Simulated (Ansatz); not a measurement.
Cl3HZr

```yaml
atoms:
  - { symbol: Zr, position_ang: [-0.0001, 0.0001, -0.0079] }
  - { symbol: H, position_ang: [0.0133, -0.0169, 1.8217] }
  - { symbol: Cl, position_ang: [2.2468, 0.0118, -0.6225] }
  - { symbol: Cl, position_ang: [-1.1352, 1.9528, -0.5776] }
  - { symbol: Cl, position_ang: [-1.1248, -1.9478, -0.6138] }
```

Geometry: r2SCAN-D4/def2-SVP; core potentials replace the inner electrons of Zr.

Theory: Ansatz, RKS PBE0-D4/def2-TZVP.

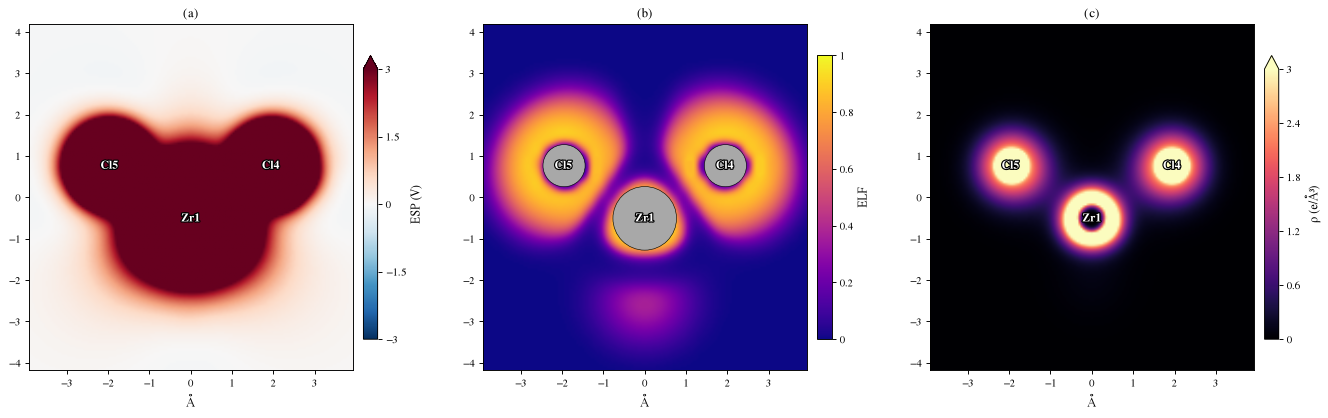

Figure 1. (a) electrostatic potential; (b) ELF; (c) electron density on the plane of atoms Cl4, Zr1 and Cl5. Grey discs cover the atomic cores in the ELF map.

Question: What do the fields say about this system?

Answer: Atoms in the plane: Zr and Cl. Zr–Cl (2.33 Å): ρ is about 0.63 e/Å³ halfway; the ELF peaks at about 0.85 in the valence shell of Cl, 0.8 Å from its nucleus, and is about 0.35 at the midpoint. The potential has no marked negative region in this plane.

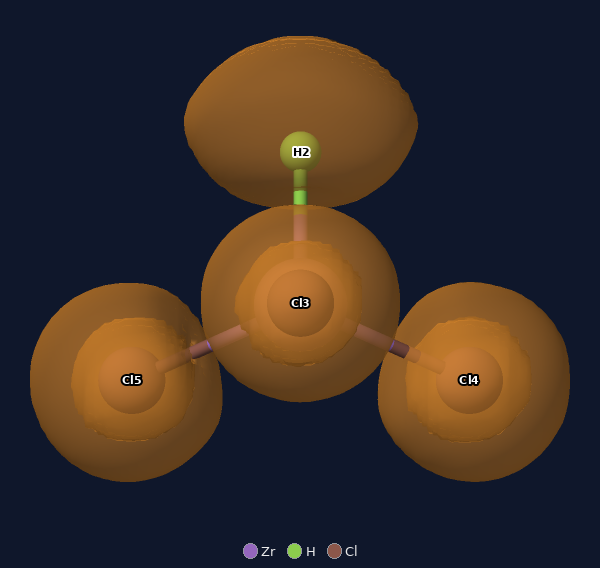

Figure 2. Isosurface of the ELF at 0.8 (orange), seen from one side. Core shells and regions of very low density are left out.

Question: Where are the electrons localised?

Answer: The surface consists of one region around a hydrogen nucleus and three regions wrapped around Cl (the valence shell of each). Along the contacts the grid gives the following. Zr–H (1.83 Å): the ELF climbs to about 1 towards the hydrogen.

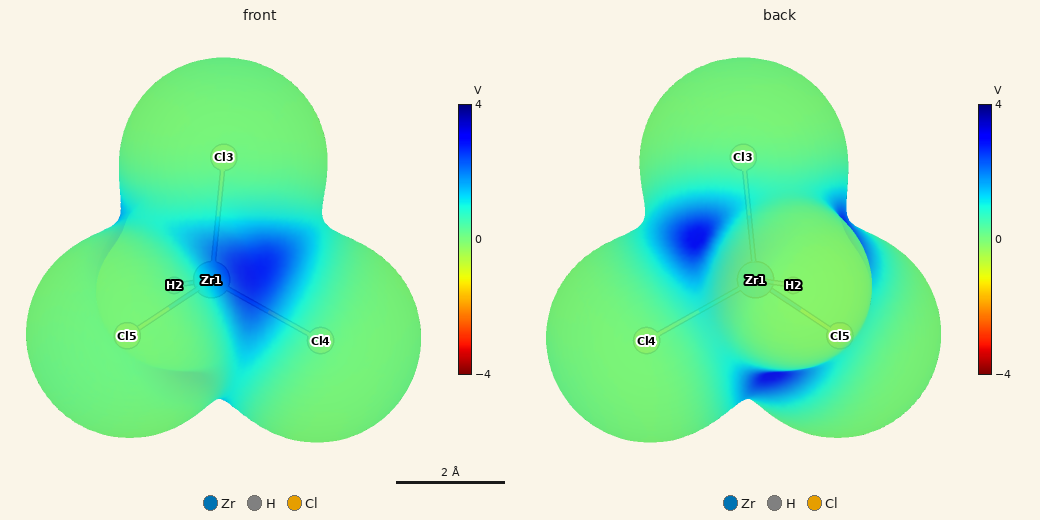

Figure 3. The electrostatic potential painted on the density surface at 0.002 e/bohr³, seen from the front and from behind; the colour scale runs from red (negative) to blue (positive).

Question: Where is the surface potential most negative and most positive?

Answer: The most negative region (about −0.2 V) lies over H2, the most positive (about +3.0 V) over Zr1.

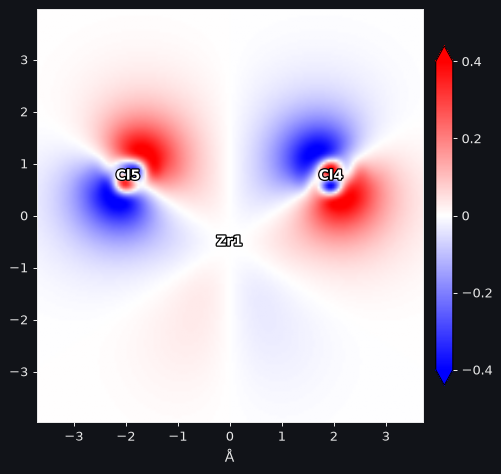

Figure 4. The HOMO−1 on the plane of atoms Cl4, Zr1 and Cl5 (values in Å⁻³ᐟ²; the overall sign is arbitrary).

Question: Describe this orbital and give its energy.

Answer: By Hirshfeld shares it lies mainly on Cl3 (about 30 %), Cl4 (about 30 %) and Cl5 (about 30 %); largely a combination of lone pairs on Cl3, Cl4 and Cl5. Its energy is −9.73 eV.
